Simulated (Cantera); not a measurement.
Input: 1 mol Al(CH3)3, a varied amount of N2O, 1.8 mol H2, held at 1423.15 K and 0.293 Torr.

Equilibrium computed with Cantera from the NASA thermochemical tables; the gas is ideal and each condensed phase is pure. Candidate condensed phases: Al, AlN, Al2O3, C, C6H6, C7H8, C8H18, H2O; 148 gas species. The feed counts by its element totals alone. Mutual solubility and eutectic melting of coexisting phases are not modelled. Equilibrium is a limit: real reactors are often held back by kinetics, nucleation or transport.

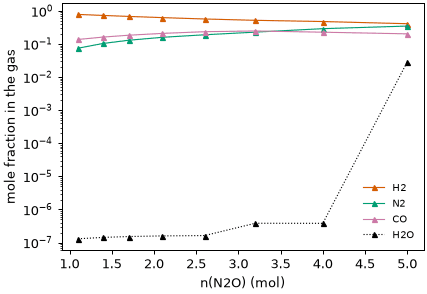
Figure. Equilibrium gas composition (values under 1e-9 drawn at 1e-9)

Task: Read off the mole fractions at 1.7 mol N2O.

Result: H2 about 0.68, CO about 0.18, N2 about 0.13, H2O about 1.5e-7.
